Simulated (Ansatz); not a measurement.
## BSiH$_{4}$OF: a changed input and its effect

System: BSiH$_{4}$OF, SMILES FBO[SiH3].
Method of the first run: RKS SPW92/def2-TZVPP (Ansatz 0.2.0).

The geometry comes from this level: PBE0-D4/def2-TZVP. Text and figures count atoms from 1; the logs count them from 0 in places.

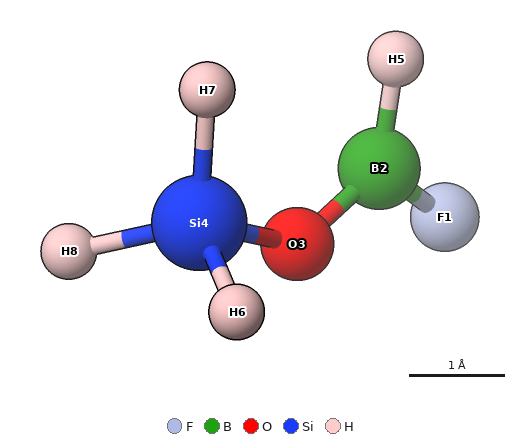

The input geometry (ball-and-stick view, seen at a tilt; atoms are numbered from 1 in the order of the input).

Input file, the first run:
```yaml
crystal:
  periodic: [false, false, false]
  atoms:
    - {symbol: F, position_ang: [-1.599390, -1.699161, 1.426067]}
    - {symbol: B, position_ang: [-0.685357, -0.787650, 1.132975]}
    - {symbol: O, position_ang: [-0.487466, -0.477079, -0.157613]}
    - {symbol: Si, position_ang: [0.521000, 0.572777, -0.945448]}
    - {symbol: H, position_ang: [-0.075329, -0.278522, 2.029773]}
    - {symbol: H, position_ang: [-0.317111, 1.531029, -1.702391]}
    - {symbol: H, position_ang: [1.370707, 1.295658, 0.034572]}
    - {symbol: H, position_ang: [1.365045, -0.214251, -1.873734]}
basis:
  gaussian: {orbitals: def2-TZVPP}
hamiltonian: {xc: lda}
output: {orbitals: {seedname: orbitals}}
```

Hardware: 2 CPU threads, shared host.

Output (the first run):
```
Functional definition: SPW92
  exchange = slater_x
  correlation = pw_c
1000 factors; their error is unknown
mean field evaluation 1: about -13310.9916 eV, gradient 6.2e1 eV
mean field evaluation 2: about -13283.0891 eV, gradient 1.3e2 eV
mean field evaluation 4: about -13317.1675 eV, gradient 1.3e1 eV
mean field evaluation 8: about -13317.3740 eV, gradient 1.4e-1 eV
mean field evaluation 16: about -13317.3532 eV, gradient 4.0e-5 eV
mean field -13317.35324377 eV, -489.4037048825 hartree, gradient 4.0e-5 eV, S^2 0.000000; 0 other end points of the search recorded, 0 dependent functions left out
reference -13317.35328542 eV, -489.4037064130 hartree; 20, 20 occupied and 171, 171 virtual orbitals, 1000 factors
Total energy: -13317.35328542 eV, -489.4037064130 hartree
```

The input of the second run differs as follows (lines with − go, lines with + come):
```diff
-hamiltonian: {xc: lda}
+hamiltonian: {xc: {name: r2SCAN0}, dispersion: d4}
```

Predict how the results change.

The total energies belong to different models, so their difference says nothing on which is more stable or more accurate. The HOMO goes from −8.02 to −9.69 eV. The LUMO goes from −1.19 to 0.31 eV.

Output (the second run):
```
Functional definition: r2SCAN0
  parameter a = 0.25
  parameter k0 = 0.174
  parameter k1 = 0.065
  parameter a1 = 4.9479
  exchange = (1 - a)*r2scan_x(k0 = k0, k1 = k1, a1 = a1) + a*exact_x
  correlation = r2scan_c
1003 factors; their error is unknown
mean field evaluation 1: about -13381.3664 eV, gradient 5.1e1 eV
mean field evaluation 2: about -13376.4992 eV, gradient 7.3e1 eV
mean field evaluation 4: about -13385.2501 eV, gradient 3.7e0 eV
mean field evaluation 8: about -13385.2676 eV, gradient 1.8e-2 eV
mean field evaluation 16: about -13385.2990 eV, gradient 3.3e-5 eV
mean field -13385.29903234 eV, -491.9006665568 hartree, gradient 3.3e-5 eV, S^2 0.000000; 0 other end points of the search recorded, 0 dependent functions left out
reference -13385.29904289 eV, -491.9006669448 hartree; 20, 20 occupied and 171, 171 virtual orbitals, 1003 factors
Total energy: -13385.33352647 eV, -491.9019341927 hartree
```

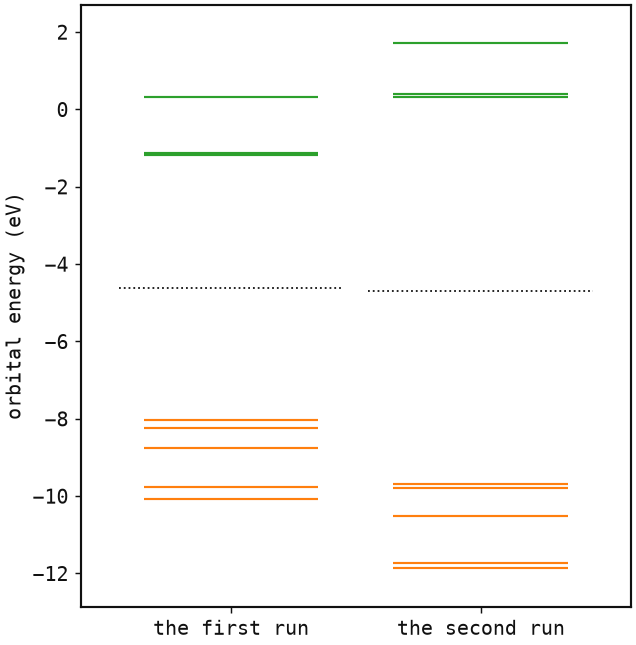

The five highest filled and three lowest empty orbital energies of the two runs; the dotted lines part filled from empty levels. The HOMO–LUMO gap is 6.84 eV in the first run and 10.00 eV in the second run.

The two runs side by side:

```csv
quantity,the first run,the second run
outcome,converged,converged
total energy (hartree),−489.403706,−491.901934
HOMO (eV),−8.02,−9.69
LUMO (eV),−1.19,0.31
basis functions,191,191
wall time (shared host),0.95 s,3.4 s
```
